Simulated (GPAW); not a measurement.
# SiO2 (P4_2/mnm): refractive index against wavelength

The refractive index of SiO2 (P4_2/mnm) along x below the direct gap (5.66 eV on the mesh) is read from one computed spectrum, n = √(Re ε). x, y and z are the Cartesian axes of the input cell.

Symmetry: P4_2/mnm, No. 136, tetragonal system. The conventional cell has a = 4.177 Å, b = 4.177 Å, c = 2.665 Å, α = 90.00°, β = 90.00°, γ = 90.00°. Si on site a has 6 O at 1.76 to 1.81 Å as nearest neighbours. O on site f is surrounded by 3 Si at 1.76 to 1.81 Å.

Method: GPAW 26.7.0, PBE, RPA, k-mesh 7×7×11, local fields up to 50 eV, Lorentzian half width 0.12 eV.

Launch of the response step: `OMP_NUM_THREADS=1 python df.py`. The run took 2.0 min, its band step included, on 1 thread of Arm Neoverse V2 (shared host).

| wavelength (nm) | photon energy E (eV) | n |
| --- | --- | --- |
| 700 | 1.771 | 1.8033 |
| 633 | 1.959 | 1.8059 |
| 532 | 2.331 | 1.8118 |
| 450 | 2.755 | 1.8202 |
| 405 | 3.061 | 1.8273 |
| 365 | 3.397 | ? |
| 308 | 4.025 | 1.8568 |

In the single-oscillator model n² − 1 = E₀E_d/(E₀² − E²), so 1/(n² − 1) = E₀/E_d − E²/(E₀E_d) is linear in E².

Working, on the rows shown:

| x = E² (eV²) | y = 1/(n² − 1) |
| --- | --- |
| 3.13716 | 0.444071 |
| 3.83641 | 0.442228 |
| 5.43137 | 0.438093 |
| 7.59115 | 0.432315 |
| 9.37179 | 0.427529 |
| 16.2043 | 0.408546 |

Means: x̄ = 7.5954, ȳ = 0.43213. Σ(x − x̄)(y − ȳ) = -0.3153, Σ(x − x̄)² = 116. Slope = -0.3153 / 116 = -0.002719; intercept = ȳ − slope · x̄ = 0.45278. Turned back into n, the line misses the rows shown by at most 0.00034.

Task: What does the fit predict for the withheld row, and how well does it do?

Result: At x = 11.538 the line gives y = 0.42141, that is 1.8366. The run gave 1.8362, so the interpolation is off by 0.00037, 0.7 % of the range in the table.

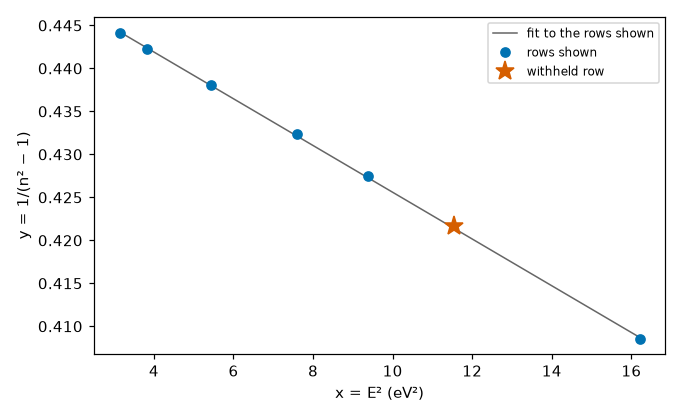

Refitted with all rows, the slope is -0.002713 and the intercept 0.45277. These give E₀ = √(intercept/−slope) = 12.92 eV and E_d = E₀/intercept = 28.5 eV; E₀ is 2.3 times the direct gap. The electronic limit at long wavelengths, without lattice vibrations, is n = √(1 + 1/intercept) = 1.791. Excitons are left out; PBE gaps are as a rule too small. The values come from a sum over the points of one k-mesh and carry its error, which grows as the direct gap shrinks. This version of GPAW has incomplete matrix elements in the optical limit, which can lower ε − 1 by up to a tenth where first-row anions or d states rule.
